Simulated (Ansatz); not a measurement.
# How fast states decay through Mg4CdTe4S, part 2 of 3

A new crystal, Mg4CdTe4S: structure, gap and complex bands. It is built by putting Mg for Zn, Te for Se in the Zn4CdSe4S structure of space group Imm2, with the volume rescaled by atomic radii. The parent structure comes from the Materials Project.

Ansatz 0.2.0; PBE DFT, plane waves, PAW files (the session's first sound run).

So far. Step 2 (Cell and atoms at rest): The largest force component on a free atom ends at 0.0094 eV/Å.

The structure was built from a prototype and need not be the compound's stable phase.

**3. The bulk crystal and its band edges**

The energy window and the wavevectors of the next steps follow from the band edges, so these are searched first, off the mesh as well.

The input, input.yaml:

```yaml
crystal:
  lattice:
    - [-2.2571769871, 11.3004127665, 3.17343882]
    - [2.2571769871, -11.3004127665, 3.17343882]
    - [2.2571769871, 11.3004127665, -3.17343882]
  atoms:
    - { symbol: Mg, position: [0.3968106929, 0.9855484558, 0.4112622371] }
    - { symbol: Mg, position: [0.7919955389, -0.0073172067, 0.7993127457] }
    - { symbol: Mg, position: [0.1933700476, -0.0073172067, 0.2006872543] }
    - { symbol: Mg, position: [0.5742862187, 0.9855484558, 0.5887377629] }
    - { symbol: Cd, position: [0.0350611121, 0.0350611121, 0.0] }
    - { symbol: Te, position: [0.6508231489, 0.7479170095, 0.9029061394] }
    - { symbol: Te, position: [0.0566716238, 0.7519775709, 0.3046940529] }
    - { symbol: Te, position: [0.4472835179, 0.7519775709, 0.6953059471] }
    - { symbol: Te, position: [0.8450108701, 0.7479170095, 0.0970938606] }
    - { symbol: S, position: [0.2586852291, 0.7586852291, 0.5] }
kpoints:
  mp_grid: { grid: [6, 6, 6] }
  band_path: { path: [VBM, CBM], npoints: 30 }
scf:
  occupations: { method: fixed }
hamiltonian:
  xc: pbe
output:
  eigenvalues: true
  write_potential: true
  write_density: true
  volumetric_format: npy
  elf: true
```

Run with:

```bash
ansatz run input.yaml --threads 2 --pin off --max-ram 4096MiB --backend cpu --events-out ev --progress --plain --runs-dir out
```

Numbers of over 12 decimals in the logs are rounded to 6 here.

Log:

```text
[...]
Crystal: 10 atoms, lattice volume = 323.780 Å³
Basis set: ecut = 420 eV, 6293 PW (Γ), FFT grids on a1+a2, a2, a2+a3
Bands: 78, of which v1, the nominal top of the filled ones, is band 65 counted from 1 (64 counted from 0)
Symmetry: 4 space group operations
[...]
k-points: 46 of 216 (time reversal used)
[...]
SCF iter   1: F=—  HF=-44780.116993 eV  |F-HF|=—  |Δ(HF+E_count)|=         —  Δρ=9.69e-4  dr2=1.42e-2  ethr=1.77e-3  ⟨swp⟩=5.3  Hψ=11134  notcnv=0  defer=468
[...]
SCF iter   7: F=-44780.114578 eV  HF=-44780.114578 eV  |F-HF|=1.89e-8  |Δ(HF+E_count)|=   1.77e-7  Δρ=3.77e-6  dr2=4.28e-8  ethr=7.69e-11  ⟨swp⟩=14.4  Hψ=17046  notcnv=0
SCF 1 converged in 7 iterations: F = -44780.114578 eV  dr2 = 4.28e-8
[...]
NSCF: frozen V_eff on 46 k-points
[...]
SCF converged after 7 iterations
Free energy (F): -44780.114578 eV
[...]
Internal energy: -44780.114578 eV  (E = F + TS)
E sigma→0 (E₀):  -44780.114578 eV
Fermi energy:    4.711788 eV
[...]
--- Band table (eV; the first three rows and the last of 46) ---
  k-point 0: bands = [... 61 lower, 4.4994, 4.5236, 4.5249, 4.6955, 6.3141, 7.8928, 8.0369, 8.6780, ... 9 higher]
  k-point 1: bands = [... 61 lower, 3.9014, 4.0826, 4.3182, 4.4698, 7.0781, 8.4565, 8.6196, 8.8301, ... 9 higher]
  k-point 2: bands = [... 61 lower, 3.5963, 3.7371, 3.8296, 4.3275, 7.8217, 7.9063, 8.0895, 8.6673, ... 9 higher]
  k-point 45: bands = [... 61 lower, 4.0742, 4.3716, 4.5363, 4.7118, 6.8369, 7.6279, 7.9429, 8.2979, ... 9 higher]
```

It took 5.9 min on 2 threads of Arm Neoverse N1, shared host; peak memory 1.3 GiB.

Numbers from this step:

```
free energy         : -44780.1146 eV
Fermi energy        : 4.712 eV
gap on the k-mesh   : 1.602 eV
gap on path         : 1.602 eV, by band count; negative where bands overlap
direct gap on path  : 1.619 eV
edge places on path : 0, 1.730 1/A along the path
```

Electronic bands along the path, in eV, zero at the Fermi level (highest filled level under fixed occupations); v1 is the highest filled band, c1 the lowest empty one:

| point | v4 | v3 | v2 | v1 | c1 | c2 | c3 | c4 |
| --- | --- | --- | --- | --- | --- | --- | --- | --- |
| VBM | -0.64 | -0.34 | -0.18 | 0.00 | 2.13 | 2.92 | 3.23 | 3.59 |
| CBM | -0.21 | -0.19 | -0.19 | -0.02 | 1.60 | 3.18 | 3.33 | 3.97 |

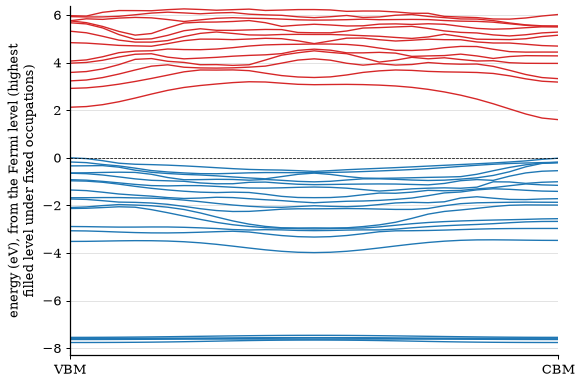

Electronic bands along the path; lines of filled and empty bands in two colours.

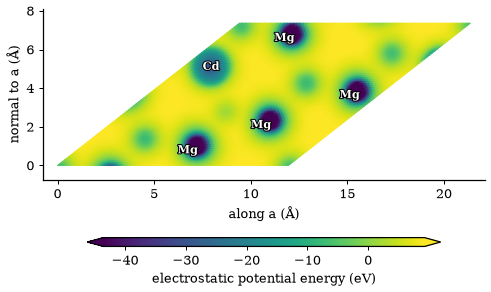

Electrostatic potential energy in the ac plane of the cell as run, not the conventional one, at fractional y = 0.035, with atoms of Mg and Cd within 0.2 Å of it. With pseudopotentials it is smooth inside the atoms' cores, unlike the true potential. The map starts off the cell's origin, so that atoms lie inside it.

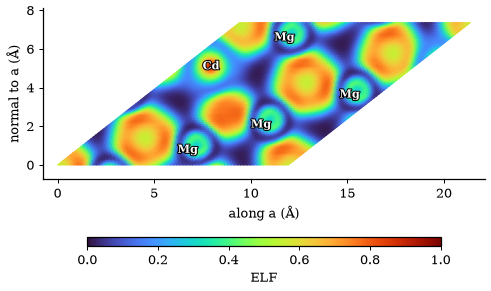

ELF in the ac plane of the cell as run, not the conventional one, at fractional y = 0.035, with atoms of Mg and Cd within 0.2 Å of it. It is the smooth field of the valence electrons, not physical close to the nuclei. The map starts off the cell's origin, so that atoms lie inside it.

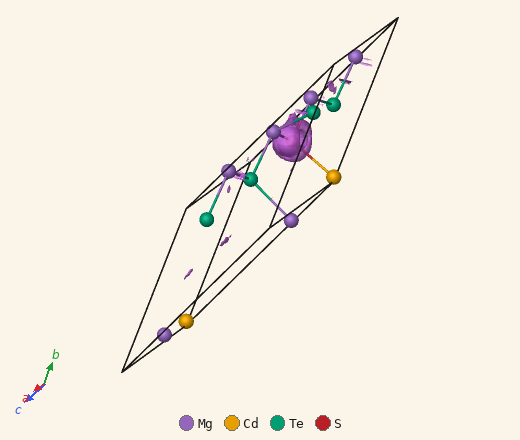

Surface of ELF = 0.83. Drawn on the cell as run, not the conventional one. Bonds to atoms that aren't drawn are left out.

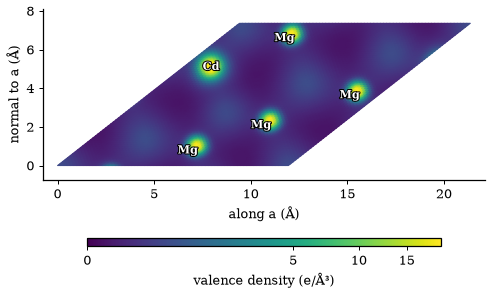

Valence density in the ac plane of the cell as run, not the conventional one, at fractional y = 0.035, with atoms of Mg and Cd within 0.2 Å of it. It is the smooth field of the valence electrons, not physical close to the nuclei. The map starts off the cell's origin, so that atoms lie inside it. The colour scale is stretched toward low values.

The searched edges give 1.60 eV, as on the mesh.

**4. Decaying states in the gap**

This step: PBE DFT, plane waves, PAW files; complex bands by layer matching along the plane's normal (Ansatz 0.2.0).

The same crystal is laid in a cell whose first two vectors span the (010) plane (indices of the standard conventional cell, whose axes can be ordered otherwise than in the bulk input). At fixed energy and wavevector in the plane the solver finds all kz, real and complex. A few wavevectors are listed, (0, 0) and (0.5, 0) in units of the plane's reciprocal vectors; the slowest state needn't be among them.

The input, input.yaml:

```yaml
crystal:
  lattice:
    - [6.34687764, 0.0, 0.0]
    - [0.0, 4.514353974, 0.0]
    - [3.17343882, 2.257176987, 11.300412766]
  atoms:
    - { symbol: Mg, position: [0.5742862187, 0.5887377629, 0.8225244742] }
    - { symbol: Mg, position: [0.1933700476, 0.2006872543, 0.5986254914] }
    - { symbol: Mg, position: [0.791995539, 0.7993127457, 0.4013745086] }
    - { symbol: Mg, position: [0.3968106929, 0.4112622371, 0.1774755258] }
    - { symbol: Cd, position: [0.0350611121, 0.0, 0.0] }
    - { symbol: Te, position: [0.8450108701, 0.0970938606, 0.8058122788] }
    - { symbol: Te, position: [0.4472835179, 0.6953059471, 0.6093881058] }
    - { symbol: Te, position: [0.0566716238, 0.3046940529, 0.3906118942] }
    - { symbol: Te, position: [0.6508231489, 0.9029061394, 0.1941877212] }
    - { symbol: S, position: [0.2586852291, 0.5, 0.0] }
kpoints:
  mp_grid: { grid: [6, 6, 6] }
scf:
  occupations: { method: fixed }
hamiltonian:
  xc: pbe
output:
  eigenvalues: true
  transmission:
    leads: [[0, 0]]
    kpoints: [[0.0, 0.0], [0.5, 0.0]]
    e_range: [-1.0, 2.6]
    de: 0.09
```

Log:

```text
[...]
Crystal: 10 atoms, lattice volume = 323.780 Å³
Basis set: ecut = 420 eV, 6293 PW (Γ)
Bands: 78, of which v1, the nominal top of the filled ones, is band 65 counted from 1 (64 counted from 0)
Symmetry: 4 space group operations
[...]
k-points: 46 of 216 (time reversal used)
[...]
SCF iter   1: F=—  HF=-44780.117081 eV  |F-HF|=—  |Δ(HF+E_count)|=         —  Δρ=9.70e-4  dr2=1.42e-2  ethr=1.77e-3  ⟨swp⟩=5.4  Hψ=11140  notcnv=0  defer=468
[...]
SCF iter   7: F=-44780.114578 eV  HF=-44780.114578 eV  |F-HF|=2.62e-8  |Δ(HF+E_count)|=   1.68e-7  Δρ=3.68e-6  dr2=4.18e-8  ethr=7.69e-11  ⟨swp⟩=14.2  Hψ=16984  notcnv=0
SCF 1 converged in 7 iterations: F = -44780.114578 eV  dr2 = 4.18e-8
[...]
transmission: 18 of 36 steps passed
transmission: 36 of 36 steps passed
SCF converged after 7 iterations
Free energy (F): -44780.114578 eV
[...]
Internal energy: -44780.114578 eV  (E = F + TS)
E sigma→0 (E₀):  -44780.114578 eV
Fermi energy:    4.711789 eV
[...]
--- Band table (eV; the first three rows and the last of 46) ---
  k-point 0: bands = [... 61 lower, 4.4994, 4.5236, 4.5249, 4.6955, 6.3141, 7.8928, 8.0369, 8.6780, ... 9 higher]
  k-point 1: bands = [... 61 lower, 4.3365, 4.4995, 4.5274, 4.6997, 6.4546, 7.7799, 8.1530, 8.5306, ... 9 higher]
  k-point 2: bands = [... 61 lower, 4.0951, 4.4284, 4.5337, 4.7078, 6.7136, 7.6582, 8.0818, 8.3951, ... 9 higher]
  k-point 45: bands = [... 61 lower, 3.7203, 4.0619, 4.1148, 4.1423, 7.7261, 8.1696, 8.8368, 9.2066, ... 9 higher]
--- Transmission ---
  basis      : 247 plane waves across, 18 finite elements along
  points     : 2, as listed
  energies   : 41 from -1.000000 to 2.600000 eV about the Fermi level, 0.090000 eV apart; the leads are filled to 0.801181 eV, and channels, transmission and decay are at 0.800000 eV
  crystal 0  : Mg4Te4Cd1S1, at the sites [0, 0], period 11.3004 Å: whole cells are its period
    offset         : up to 0.0000 Å between an atom of the period and one for which it stands
    channels       : 0.000000e0 a spin
    conductance    : none, the energies end too early or step too widely for 300 K: set another output.transmission.e_range or a lower de, or, where they end at an eighth of basis.ecutwfc, a higher one
    slowest decay  : 0.1438 /Å at (0.0000, 0.0000)
```

It took 3.7 min on 2 threads; peak memory 1.2 GiB; 6.7 min of CPU time.

Numbers from this step:

```
level to which the leads are filled                       : 0.8012 eV from the Fermi level
decay constant at the filling level, zone centre          : 0.1438 Å⁻¹
decay constant at the filling level, slowest listed point : 0.1438 Å⁻¹
```

K parallel (0, 0); values up to 1.5 1/Å, a degenerate pair printed once or twice; energies at which all values exceed this have no row. Table of Im kz of the slowest decaying states by energy, zero at the highest filled level on the SCF mesh:

| energy (eV) | decay 1 (Å⁻¹) | decay 2 (Å⁻¹) | decay 3 (Å⁻¹) | decay 4 (Å⁻¹) |
| --- | --- | --- | --- | --- |
| -1.000 | 0.0312 | 0.170 | 0.912 | 1.04 |
| -0.460 | 0.0777 | 0.149 | 0.225 | 0.748 |
| -0.010 | 0.0916 | 0.230 | 0.249 | 0.584 |
| 0.530 | 0.142 | 0.259 | 0.534 | 0.587 |
| 0.980 | 0.138 | 0.255 | 0.572 | 0.632 |
| 1.520 | 0.0639 | 0.236 | 0.500 | 0.652 |
| 1.970 | 0.205 | 0.483 | 0.581 | 0.653 |
| 2.510 | 0.135 | 0.415 | 0.479 | 0.632 |

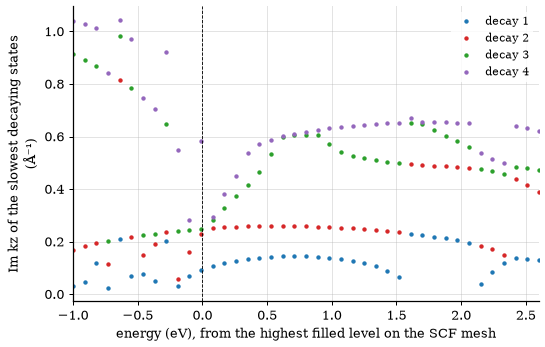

Im kz of the slowest decaying states, plotted against energy.

K parallel (0.5, 0); values up to 1.5 1/Å, a degenerate pair printed once or twice; energies at which all values exceed this have no row. Im kz of the slowest decaying states against energy, zero at the highest filled level on the SCF mesh:

| energy (eV) | decay 1 (Å⁻¹) | decay 2 (Å⁻¹) | decay 3 (Å⁻¹) | decay 4 (Å⁻¹) |
| --- | --- | --- | --- | --- |
| -1.000 | 0.0264 | 0.388 | 0.482 | 1.27 |
| -0.460 | 0.115 | 0.155 | 0.264 | 1.21 |
| -0.010 | 0.303 | 0.322 | 0.461 | 1.15 |
| 0.530 | 0.311 | 0.380 | 0.557 | 1.08 |
| 0.980 | 0.310 | 0.384 | 0.587 | 1.02 |
| 1.520 | 0.300 | 0.356 | 0.598 | 0.943 |
| 1.970 | 0.283 | 0.297 | 0.593 | 0.871 |
| 2.510 | 0.251 | 0.575 | 0.774 | 1.39 |

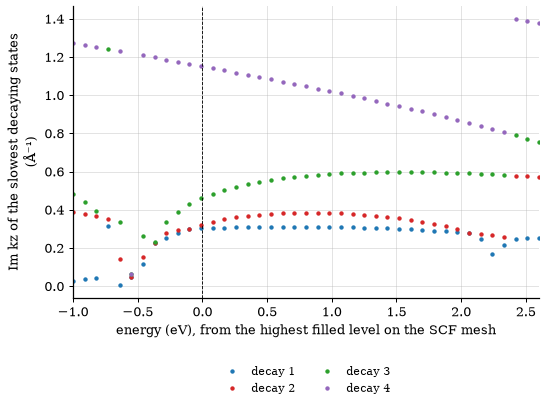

Im kz of the slowest decaying states, plotted against energy.

At the listed wavevectors the last open channel is at -0.01 eV and the next at +1.61 eV on the grid. At +0.80 eV, the grid energy nearest the filling level (the middle of the gap on the SCF mesh), the slowest state at the listed wavevectors decays with κ = 0.144 Å⁻¹, its amplitude falling by e over 7.0 Å. Through 1 nm of this crystal that state's transmission falls by exp(−2 × 0.144 Å⁻¹ × 10 Å) = 0.056.

**5. Decay over the two-dimensional zone**

The listed points could miss the slowest state, so one energy near mid-gap is solved on a mesh of 6×8.

input.yaml: that of step 4 with these lines changed.

```diff
@@ -24,6 +24,2 @@
   eigenvalues: true
-  transmission:
-    leads: [[0, 0]]
-    kpoints: [[0.0, 0.0], [0.5, 0.0]]
-    e_range: [-1.0, 2.6]
-    de: 0.09
+  transmission: { leads: [[0, 0]], kmesh: [6, 8], e_range: [0.8, 0.81], de: 0.05 }
```

Log:

```text
[...]
Crystal: 10 atoms, lattice volume = 323.780 Å³
Basis set: ecut = 420 eV, 6293 PW (Γ)
Bands: 78, of which v1, the nominal top of the filled ones, is band 65 counted from 1 (64 counted from 0)
Symmetry: 4 space group operations
[...]
k-points: 46 of 216 (time reversal used)
[...]
SCF iter   1: F=—  HF=-44780.117081 eV  |F-HF|=—  |Δ(HF+E_count)|=         —  Δρ=9.70e-4  dr2=1.42e-2  ethr=1.77e-3  ⟨swp⟩=5.4  Hψ=11140  notcnv=0  defer=468
[...]
SCF iter   7: F=-44780.114578 eV  HF=-44780.114578 eV  |F-HF|=2.62e-8  |Δ(HF+E_count)|=   1.68e-7  Δρ=3.68e-6  dr2=4.18e-8  ethr=7.69e-11  ⟨swp⟩=14.2  Hψ=16984  notcnv=0
SCF 1 converged in 7 iterations: F = -44780.114578 eV  dr2 = 4.18e-8
[...]
transmission: 34 of 340 steps passed
transmission: 68 of 340 steps passed
[...]
transmission: 340 of 340 steps passed
SCF converged after 7 iterations
Free energy (F): -44780.114578 eV
[...]
Internal energy: -44780.114578 eV  (E = F + TS)
E sigma→0 (E₀):  -44780.114578 eV
Fermi energy:    4.711789 eV
[...]
--- Band table (eV; the first three rows and the last of 46) ---
  k-point 0: bands = [... 61 lower, 4.4994, 4.5236, 4.5249, 4.6955, 6.3141, 7.8928, 8.0369, 8.6780, ... 9 higher]
  k-point 1: bands = [... 61 lower, 4.3365, 4.4995, 4.5274, 4.6997, 6.4546, 7.7799, 8.1530, 8.5306, ... 9 higher]
  k-point 2: bands = [... 61 lower, 4.0951, 4.4284, 4.5337, 4.7078, 6.7136, 7.6582, 8.0818, 8.3951, ... 9 higher]
  k-point 45: bands = [... 61 lower, 3.7203, 4.0619, 4.1148, 4.1423, 7.7261, 8.1696, 8.8368, 9.2066, ... 9 higher]
--- Transmission ---
  basis      : 247 plane waves across, 17 finite elements along
  points     : 20, standing for a mesh of 6 x 8
  energies   : 1 from 0.800000 to 0.800000 eV about the Fermi level; the leads are filled to 0.801181 eV, and channels, transmission and decay are at 0.800000 eV
[...]
channels       : 0.000000e0 a spin
    conductance    : none, crystal 0 has no channel at the energies, or these end too early or step too widely for 300 K: set another output.transmission.e_range or a lower de, or, where they end at an eighth of basis.ecutwfc, a higher one
    slowest decay  : 0.1438 /Å at (0.0000, 0.0000)
```

Wall time 3.9 min (2 threads); peak memory 1.2 GiB.

This step gave:

```yaml
least_decay_constant_on_the_mesh: 0.1438 Å⁻¹
```

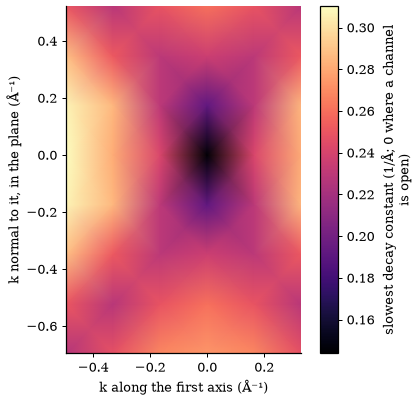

Slowest decay constant (1/Å; 0 where a channel is open) over k1 and k2. At 0.8000 eV from the Fermi level.

The least value on the mesh is 0.144 Å⁻¹ at +0.80 eV. At that energy the listed points give about 0.144 Å⁻¹ by interpolation, so the mesh holds no clearly slower state.

**6. Band edges at another level**

This step: PBEsol DFT, plane waves, PAW files (Ansatz 0.2.0).

The edges again with PBEsol, at the same atoms.

The input, input.yaml:

```yaml
crystal:
  lattice:
    - [-2.2571769871, 11.3004127665, 3.17343882]
    - [2.2571769871, -11.3004127665, 3.17343882]
    - [2.2571769871, 11.3004127665, -3.17343882]
  atoms:
    - { symbol: Mg, position: [0.3968106929, 0.9855484558, 0.4112622371] }
    - { symbol: Mg, position: [0.7919955389, -0.0073172067, 0.7993127457] }
    - { symbol: Mg, position: [0.1933700476, -0.0073172067, 0.2006872543] }
    - { symbol: Mg, position: [0.5742862187, 0.9855484558, 0.5887377629] }
    - { symbol: Cd, position: [0.0350611121, 0.0350611121, 0.0] }
    - { symbol: Te, position: [0.6508231489, 0.7479170095, 0.9029061394] }
    - { symbol: Te, position: [0.0566716238, 0.7519775709, 0.3046940529] }
    - { symbol: Te, position: [0.4472835179, 0.7519775709, 0.6953059471] }
    - { symbol: Te, position: [0.8450108701, 0.7479170095, 0.0970938606] }
    - { symbol: S, position: [0.2586852291, 0.7586852291, 0.5] }
kpoints:
  mp_grid: { grid: [6, 6, 6] }
  band_path: { path: [VBM, CBM], npoints: 30 }
scf:
  occupations: { method: fixed }
hamiltonian:
  xc: pbesol
output:
  eigenvalues: true
```

Log:

```text
[...]
Crystal: 10 atoms, lattice volume = 323.780 Å³
Basis set: ecut = 420 eV, 6293 PW (Γ), FFT grids on a1+a2, a2+a3, a3
Bands: 78, of which v1, the nominal top of the filled ones, is band 65 counted from 1 (64 counted from 0)
Symmetry: 4 space group operations
[...]
k-points: 46 of 216 (time reversal used)
[...]
SCF iter   1: F=—  HF=-44331.202881 eV  |F-HF|=—  |Δ(HF+E_count)|=         —  Δρ=3.14e-3  dr2=5.50e-2  ethr=1.77e-3  ⟨swp⟩=5.4  Hψ=11125  notcnv=0  defer=470
[...]
SCF iter   7: F=-44331.188325 eV  HF=-44331.188325 eV  |F-HF|=1.01e-7  |Δ(HF+E_count)|=   4.38e-7  Δρ=5.00e-6  dr2=8.46e-8  ethr=7.69e-11  ⟨swp⟩=13.3  Hψ=20184  notcnv=0
SCF 1 converged in 7 iterations: F = -44331.188325 eV  dr2 = 8.46e-8
[...]
SCF converged after 7 iterations
Free energy (F): -44331.188325 eV
[...]
Internal energy: -44331.188325 eV  (E = F + TS)
E sigma→0 (E₀):  -44331.188325 eV
Fermi energy:    4.609714 eV
[...]
--- Band table (eV; the first three rows and the last of 46) ---
  k-point 0: bands = [... 61 lower, 4.3938, 4.4219, 4.4225, 4.5933, 6.1021, 7.6822, 7.8250, 8.5006, ... 9 higher]
  k-point 1: bands = [... 61 lower, 3.7831, 3.9737, 4.2116, 4.3634, 6.8922, 8.2539, 8.4319, 8.6145, ... 9 higher]
  k-point 2: bands = [... 61 lower, 3.4821, 3.6222, 3.7150, 4.2179, 7.6492, 7.6844, 7.8770, 8.4928, ... 9 higher]
  k-point 45: bands = [... 61 lower, 3.9697, 4.2629, 4.4358, 4.6097, 6.6470, 7.4063, 7.7366, 8.1282, ... 9 higher]
```

It took 5.5 min on 2 threads; peak memory 1.1 GiB.

This step gave:

```
free energy        : -44331.1883 eV
Fermi energy       : 4.610 eV
gap on the k-mesh  : 1.492 eV
gap on path        : 1.492 eV, by band count; negative where bands overlap
direct gap on path : 1.509 eV
```

Electronic bands along the path, in eV, zero at the Fermi level (highest filled level under fixed occupations); v1 is the highest filled band, c1 the lowest empty one:

| point | v4 | v3 | v2 | v1 | c1 | c2 | c3 | c4 |
| --- | --- | --- | --- | --- | --- | --- | --- | --- |
| VBM | -0.64 | -0.35 | -0.17 | 0.00 | 2.04 | 2.80 | 3.13 | 3.52 |
| CBM | -0.22 | -0.19 | -0.19 | -0.02 | 1.49 | 3.07 | 3.22 | 3.89 |

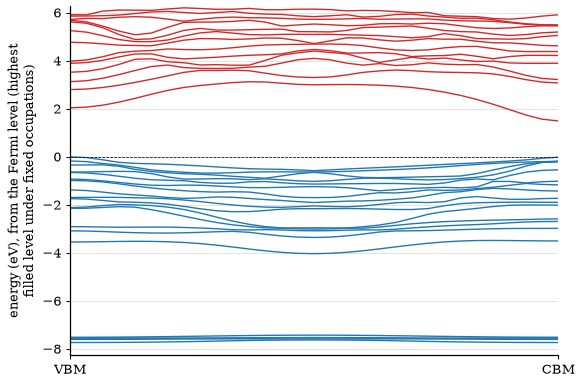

Electronic bands along the path; lines of filled and empty bands in two colours.

The searched edges give 1.49 eV, as on the mesh.

Between step 3 and this run (PBEsol) the value for the gap on the k-mesh moves from 1.60 eV to 1.49 eV.

(Part 2 of 3 ends here.)

[Logs are printed without paths, hosts, clocks, repeated set-up lines and the standing remarks that a program may print on its own settings, such as how far it seeks lower states.]

[Hosts, paths, dates, database ids (printed as entryN), source tags and the programs' standing remarks are cut or masked in the printed files.]

[New means built here by substitution; the compound itself may be known and measured.]
